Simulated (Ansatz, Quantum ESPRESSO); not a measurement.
# ErBi (Fm-3m): zone-centre phonons, part 2 of 2

Which modes does ErBi (Fm-3m) have at the zone centre?

Quantum ESPRESSO 7.5; DFT PBEsol, scalar-relativistic, plane waves, PseudoDojo norm-conserving, 4f in core pseudopotentials.

So far. Step 5 (Linear response at Γ): The acoustic modes at Γ come out as far as 4.7 cm⁻¹ from zero, where they should vanish, a small numerical error. The relaxed cell has a = 6.166 Å (conventional setting).

**6. Zone-centre analysis**

A rigid shift of the crystal must cost nothing, but grids and finite bases break this; the acoustic sum rule is imposed before the matrix is diagonalised again.

File dynmat.in:

```
 &input
    fildyn='g.dyn',
    asr='simple',
    fileig='dynmat.eig',
 /
```

Run with:

```sh
$ dynmat.x -in dynmat.in > dynmat.out
```

Numbers of over 12 decimals in the logs are rounded to 6 here.

Log:

```text
[banner, memory and clock lines left out]
Program DYNMAT v.7.5

     Reading Dynamical Matrix from file g.dyn
     ...Force constants read
     ...epsilon and Z* not read (not found on file)
     A direction for q was not specified:TO-LO splitting will be absent

     Polarizability (A^3 units)
     multiply by 1.000000 for Clausius-Mossotti correction
         0.000000    0.000000    0.000000
         0.000000    0.000000    0.000000
         0.000000    0.000000    0.000000

     IR activities are in (D/A)^2/amu units

# mode   [cm-1]    [THz]      IR
    1      0.00    0.0000    0.0000
    2      0.00    0.0000    0.0000
    3      0.00    0.0000    0.0000
    4    124.33    3.7272    0.0000
    5    124.33    3.7272    0.0000
    6    124.33    3.7272    0.0000
```

Run time: 0.46 s. Hardware: 1 thread of Arm Neoverse V2, shared host.

Read from the output:

```
highest optical zone-centre mode (no LO-TO term) : 124.3 cm⁻¹
lowest optical zone-centre mode                  : 124.3 cm⁻¹
```

Unit eigenvectors of the mass-weighted matrix after the sum rule; no LO-TO term. The modes at Γ (shares of kinetic energy by element, %):

```csv
mode,frequency (cm⁻¹),symmetry,Er %,Bi %
1,0.0,acoustic,44,56
2,0.0,acoustic,44,56
3,0.0,acoustic,44,56
4,124.3,T1u,56,44
5,124.3,T1u,56,44
6,124.3,T1u,56,44
```

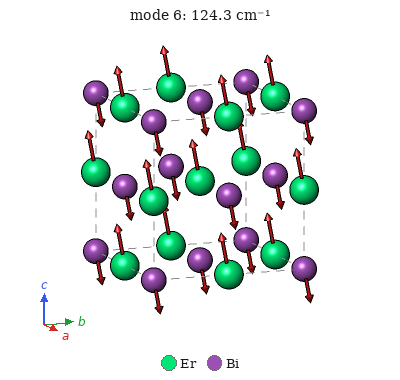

Displacement patterns of mode 6 at Γ; arrows are exaggerated. Some periodic images of atoms are drawn too.

The rule moves no optical mode by more than 0.1 cm⁻¹.

**7. Sum rules set otherwise (asr no)**

Without the rule the raw error of the acoustic modes shows.

File dynmat.in:

```
 &input
    fildyn='g.dyn',
    asr='no',
    fileig='dynmat.eig',
 /
```

Run with:

```sh
$ dynmat.x -in dynmat.in > dynmat.out
```

Log:

```text
[banner, memory and clock lines left out]
Program DYNMAT v.7.5

     Reading Dynamical Matrix from file g.dyn
     ...Force constants read
     ...epsilon and Z* not read (not found on file)
     A direction for q was not specified:TO-LO splitting will be absent

     Polarizability (A^3 units)
     multiply by 1.000000 for Clausius-Mossotti correction
         0.000000    0.000000    0.000000
         0.000000    0.000000    0.000000
         0.000000    0.000000    0.000000

     IR activities are in (D/A)^2/amu units

# mode   [cm-1]    [THz]      IR
    1     -4.67   -0.1399    0.0000
    2     -4.67   -0.1399    0.0000
    3     -4.67   -0.1399    0.0000
    4    124.25    3.7248    0.0000
    5    124.25    3.7248    0.0000
    6    124.25    3.7248    0.0000
```

Wall time 0.46 s (1 thread).

This step gave:

* highest optical zone-centre mode (no LO-TO term): 124.2 cm⁻¹
* lowest optical zone-centre mode: 124.2 cm⁻¹

Zone-centre frequencies as printed; negative means imaginary. Modes:

```csv
mode,frequency (cm⁻¹)
1,-4.67
2,-4.67
3,-4.67
4,124.2
5,124.2
6,124.2
```

Against the first rule no mode moves by more than 4.7 cm⁻¹.

**8. Sum rules set otherwise (asr crystal)**

The rule can be imposed in more than one way; the choices should agree where the raw error is small.

File dynmat.in:

```
 &input
    fildyn='g.dyn',
    asr='crystal',
    fileig='dynmat.eig',
 /
```

Run with:

```sh
$ dynmat.x -in dynmat.in > dynmat.out
```

Log:

```text
[banner, memory and clock lines left out]
Program DYNMAT v.7.5

     Reading Dynamical Matrix from file g.dyn
     ...Force constants read
     ...epsilon and Z* not read (not found on file)
     Acoustic Sum Rule: || Z*(ASR) - Z*(orig)|| =    0.000000E+00
     Acoustic Sum Rule: ||dyn(ASR) - dyn(orig)||=    6.429190E-04
     A direction for q was not specified:TO-LO splitting will be absent

     Polarizability (A^3 units)
     multiply by 1.000000 for Clausius-Mossotti correction
         0.000000    0.000000    0.000000
         0.000000    0.000000    0.000000
         0.000000    0.000000    0.000000

     IR activities are in (D/A)^2/amu units

# mode   [cm-1]    [THz]      IR
    1     -0.00   -0.0000    0.0000
    2      0.00    0.0000    0.0000
    3      0.00    0.0000    0.0000
    4    124.24    3.7246    0.0000
    5    124.24    3.7246    0.0000
    6    124.24    3.7246    0.0000
```

It took 0.46 s on 1 thread.

Zone-centre frequencies as printed; negative means imaginary. Modes:

```csv
mode,frequency (cm⁻¹)
1,0
2,0
3,0
4,124.2
5,124.2
6,124.2
```

Against the first rule no mode moves by more than 0.1 cm⁻¹.

**9. Cross-check with Ansatz**

The same cell goes through another code at the same cutoff. The potentials differ. Its k mesh is centred on Γ.

This step: DFT PBEsol, scalar-relativistic, plane waves, norm-conserving pseudopotentials, 4f in core (Ansatz 0.2.0).

File input.yaml:

```yaml
crystal:
  lattice:
    - [-3.083111025, 0.0, 3.083111025]
    - [0.0, 3.083111025, 3.083111025]
    - [-3.083111025, 3.083111025, 0.0]
  atoms:
    - { symbol: Er, position: [0.5, 0.5, 0.5] }
    - { symbol: Bi, position: [0.0, 0.0, 0.0] }
kpoints:
  mp_grid: { grid: [8, 8, 8] }
hamiltonian:
  xc: pbesol
  pseudopotentials:
    kind: nc
    azcp: { Er: "pseudopotentials/pbe/nc/lanthanide_3plus/Er.nc.azcp" }
    accuracy: standard
scf:
  occupations: { method: cold, width: 0.27211 }
output:
  eigenvalues: true
basis:
  ecutwfc: 789.13
phonons:
  method: dfpt
```

Run with:

```sh
$ ansatz run input.yaml --threads 4 --pin off --max-ram 8192MiB --backend cpu --events-out ev --progress --plain --runs-dir out
```

Log:

```text
Warning: basis.ecutwfc = 789.13 eV is below the records' recommended 897.975746 eV, and the density's cutoff is lower with it unless basis.ecutrho_ratio is high enough to keep the records' density cutoff: compare with a run at a higher cutoff
Warning: <dir> the record states the generating functional pbe (its physics header spells it `PBE`), which answers neither for hamiltonian.xc's functional nor for the pbesol family's — results may be inconsistent (PPs are generated against a specific XC)
Engine: ansatz 0.2.0, aarch64-unknown-linux-gnu
Pseudopotentials: kind: nc
Pseudopotential: Er, nc, valence charge 11, recommended cutoff 761.918815 eV (normal), <dir>
Pseudopotential: Bi, nc, valence charge 15, recommended cutoff 897.975746 eV (normal), Bi.nc.azcp (PseudoDojo's, or run here from an input of PseudoDojo's; its table is named by hamiltonian.pseudopotentials.accuracy)
Functional definition: PBEsol
  exchange = pbesol_x
  correlation = pbesol_c
Crystal: 2 atoms, lattice volume = 58.613 Å³
Basis set: ecut = 789.13 eV, 2891 PW (Γ), exchange–correlation on 80×80×80 points (8 copies of the dense FFT grid, shifted against one another)
Bands: 17, of which v1, the nominal top of the filled ones, is band 13 counted from 1 (12 counted from 0)
Symmetry: 48 space group operations
k-points: 59 of 512 (irreducible under 8 space group operations, time reversal used)
Non-local potential: Er, projectors of the file, l = 0: 2, l = 1: 2, l = 2: 2, l = 3: 1
Non-local potential: Bi, projectors of the file, l = 0: 2, l = 1: 2, l = 2: 2, l = 3: 2
Initial density: superposition of atomic densities (chi_scale 0.1, normalization cell, long waves kept (reshape's long-wave potential 0.00 eV rms))
Initial wavefunctions: pseudopotential atomic-orbital guess
Functional: x = pbesol(κ = 0.804, μ = 0.123457), c = pbesol(β = 0.046)
SCF iter   1: F=—  HF=-3450.125989 eV  |F-HF|=—  |Δ(HF+E_count)|=         —  Δρ=3.20e-2  dr2=6.68e-1  ethr=3.10e-3  ⟨swp⟩=5.0  Hψ=4226  notcnv=0
preconditioner: auto → Kerker (q_TF=auto, 2.383 Å⁻¹)  [metal: Δε(μ)=0.075 eV  Ē_g=6.717 eV  σ=0.272 eV  W_gap=0.19  n_scr=14 (ndim 8)  ℏωp=13.7 eV  f_vac=0.000  D(μ)=0.45/eV (n_scr^D=0)]
SCF iter   2: F=—  HF=-3449.938890 eV  |F-HF|=—  |Δ(HF+E_count)|=   1.87e-1  S|Δr|=    0.00e0  Δρ=1.71e-2  dr2=1.85e-1  ethr=2.57e-3  ⟨swp⟩=1.0  Hψ=1475  notcnv=0
SCF iter   3: F=—  HF=-3449.891458 eV  |F-HF|=—  |Δ(HF+E_count)|=   4.74e-2  S|Δr|=    0.00e0  Δρ=3.57e-3  dr2=4.15e-3  ethr=7.10e-4  ⟨swp⟩=2.0  Hψ=1548  notcnv=0
SCF iter   4: F=—  HF=-3449.891971 eV  |F-HF|=—  |Δ(HF+E_count)|=   5.13e-4  S|Δr|=    0.00e0  Δρ=1.96e-3  dr2=1.19e-3  ethr=1.60e-5  ⟨swp⟩=2.0  Hψ=1775  notcnv=0
SCF iter   5: F=—  HF=-3449.891461 eV  |F-HF|=—  |Δ(HF+E_count)|=   5.10e-4  S|Δr|=    0.00e0  Δρ=4.13e-4  dr2=6.07e-5  ethr=4.58e-6  ⟨swp⟩=2.0  Hψ=1355  notcnv=0
SCF iter   6: F=—  HF=-3449.891444 eV  |F-HF|=—  |Δ(HF+E_count)|=   1.70e-5  S|Δr|=    0.00e0  Δρ=5.30e-5  dr2=2.05e-6  ethr=2.33e-7  ⟨swp⟩=2.2  Hψ=1460  notcnv=0
SCF iter   7: F=—  HF=-3449.891444 eV  |F-HF|=—  |Δ(HF+E_count)|=   2.96e-7  S|Δr|=    0.00e0  Δρ=9.44e-6  dr2=6.51e-8  ethr=7.87e-9  ⟨swp⟩=2.7  Hψ=1609  notcnv=0
SCF iter   8: F=—  HF=-3449.891444 eV  |F-HF|=—  |Δ(HF+E_count)|=   6.59e-9  S|Δr|=    0.00e0  Δρ=1.51e-6  dr2=9.23e-10  ethr=2.50e-10  ⟨swp⟩=2.4  Hψ=1388  notcnv=0
SCF iter   9: F=—  HF=-3449.891444 eV  |F-HF|=—  |Δ(HF+E_count)|=  2.15e-10  S|Δr|=    0.00e0  Δρ=2.36e-7  dr2=1.26e-11  ethr=3.55e-12  ⟨swp⟩=2.1  Hψ=1782  notcnv=0
SCF iter  10: F=-3449.891444 eV  HF=-3449.891444 eV  |F-HF|=9.09e-13  |Δ(HF+E_count)|=  1.36e-12  S|Δr|=    0.00e0  Δρ=3.62e-8  dr2=4.24e-13  ethr=1.00e-12  ⟨swp⟩=7.6  Hψ=5492  notcnv=0
SCF 1 converged in 10 iterations: F = -3449.891444 eV  dr2 = 4.24e-13
DFPT response loops at Γ: preconditioner auto → Kerker (q_TF=auto, 2.383 Å⁻¹) (partly filled bands, converged f_vac=0.000); β = 1.00, the filter's whole step (`scf.mixing.beta` (0.50) is not read by the response loops under this deck's `scf.mixing.preconditioner`; to damp them name `kerker` or `kerker_dos`, under which they read `scf.mixing.beta`, and type it under 1.00, their step now; both keys bind the ground state too); Broyden in place of MSR1
SCF converged after 10 iterations
Stability not checked: this state was not tested for a lower state beside it, because cold or Methfessel-Paxton smearing, or corrected tetrahedra, fill the levels in a way that the test cannot read (fill_not_monotonic; see scf.lower_state_search)
Free energy (F): -3449.891444 eV
Harris-Foulkes:  -3449.891444 eV  (|F-HF|=9.09e-13)
Internal energy: -3449.887090 eV  (E = F + TS)
E sigma→0 (E₀):  -3449.889993 eV
Entropy (-TS):   -0.004354 eV (-2.177 meV/atom)
Fermi energy:    11.487421 eV
Step filling:    the computed levels leave a gap of 0.0000 eV = 0.0 smearing widths at the electron count; against every level under it full and every level over it empty, smearing changes F+E_penalty+E_count by -2.697 meV and its σ→0 estimate by -1.245 meV
--- Per-component energies (eV) ---
  E_band       = -210.845262
  E_kinetic    = 1363.018899
  E_local      = -1857.989690  (includes V_loc(G=0)·N_el)
  E_nonlocal   = -419.375723
  E_hartree    = 626.122679
  E_xc         = -889.499087
  E_vxc        = -548.744111  (∫ρ·V_xc dr)
  E_ewald      = -2272.164167
  E_smearing   = -0.004354  (= −TS)
  E_closure    = -0.000000  (closes the sum)
  Σ components = -3449.891444   (vs F -3449.891444, Δ=0.00e0)
--- Band table (eV; the first three rows and the last of 59) ---
  k-point 0: bands = [... 9 lower, -0.1963, 12.4092, 12.4092, 12.4092, 12.5398, 12.5398, 12.5398, 13.3814]
  k-point 1: bands = [... 9 lower, -0.0398, 10.5660, 11.3762, 11.3762, 12.8248, 12.8248, 12.8451, 14.5620]
  k-point 2: bands = [... 9 lower, 0.3808, 8.6582, 10.3825, 10.3825, 12.9937, 13.3019, 13.3019, 16.2771]
  k-point 58: bands = [... 9 lower, 0.8651, 8.2865, 10.6751, 10.6751, 10.9247, 13.5965, 14.2615, 15.0943]
--- Phonons (Γ-DFPT): 2 representative perturbations + reference, on 59 of 512 k-points (Σ response iterations 6) ---
  k mesh reduced under 8 symmetry operations, with k and −k counted as one. Each operation leaves every solved perturbation unchanged. A smaller set is not used because it would not reduce the number of displacements times k-points to solve
  ASR residual: 5.201e-5 → 0.000e0 eV/Å²; symmetrization residual: 8.314e-6 eV/Å²
  ASR residual per site (eV/Å²): 3.09e-5 5.20e-5
  Γ frequencies (cm⁻¹): 0.00 0.00 0.00 124.04 124.04 124.04
  non-analytic LO–TO correction: not included (Born effective charges unavailable; polar crystals: no LO–TO splitting at Γ)
```

The job ended after 7.3 s (4 threads; peak memory 0.79 GiB; 28 s of CPU time).

Read from the output:

```yaml
sum_rule_residual_before_enforcement: 5.20e-5 eV/Å²
highest_optical_zone_centre_mode_no_lo_to_term: 124.0 cm⁻¹
lowest_optical_zone_centre_mode: 124.0 cm⁻¹
```

**10. Side by side: QE PseudoDojo and Ansatz, library NC**

Numbers from this step:

* root-mean-square difference: 0.29 cm⁻¹
* largest difference: 0.29 cm⁻¹

Frequencies side by side, by row:

```csv
q (reciprocal lattice),mode,QE PseudoDojo (cm⁻¹),"Ansatz, library NC (cm⁻¹)"
0 0 0,1,0,0
0 0 0,2,0,0
0 0 0,3,0,0
0 0 0,4,124.3,124
0 0 0,5,124.3,124
0 0 0,6,124.3,124
```

At the zone centre the largest difference (acoustic modes at Γ apart) is 0.2 % of the highest mode.

**11. Outcome**

| Item | Value |
| --- | --- |
| space group after relaxation | Fm-3m |
| volume per atom | 29.3 Å³ |
| highest optical zone-centre mode (no LO-TO term) | 124.3 cm⁻¹ |
| imaginary optical modes at the zone centre (no q mesh in this session) | none |
| largest difference from Ansatz, library NC | 0.29 cm⁻¹ |

At the PBEsol level the optical modes of ErBi (Fm-3m) at the zone centre lie at 124 cm⁻¹. QE PseudoDojo and Ansatz, library NC agree to 0.29 cm⁻¹ (0.2 % of the highest mode compared) on all solved modes but the acoustic ones at Γ, without the LO-TO term. These are harmonic frequencies at zero temperature: anharmonic shifts and linewidths and thermal expansion are left out. Spin-orbit coupling is left out, which can matter for the heavy elements here. In a metal the frequencies hang on the k mesh and the smearing, most of all near Kohn anomalies. The 4f electrons are frozen in the core as for a trivalent ion, in files made for PBE, so their moments and any magnetic order are left out. The relaxation ran at 58 Ry, under the 66 Ry recommended for these files; the stress of so short a basis can leave the cell about one per cent too small. Ansatz warns that the cutoff lies 12 % under the one recommended for these files; agreement at one cutoff is not convergence. The total energies of the two programs lie far apart, so at least one potential file in Ansatz's library differs from the published one read by the first program.

[Host names and launcher messages were left out of these logs when they were recorded.]

[Logs are printed without paths, hosts, clocks, repeated set-up lines and the standing remarks that a program may print on its own settings, such as how far it seeks lower states.]

[Hosts, paths, dates, database ids (printed as entryN), source tags and the programs' standing remarks are cut or masked in the printed files.]
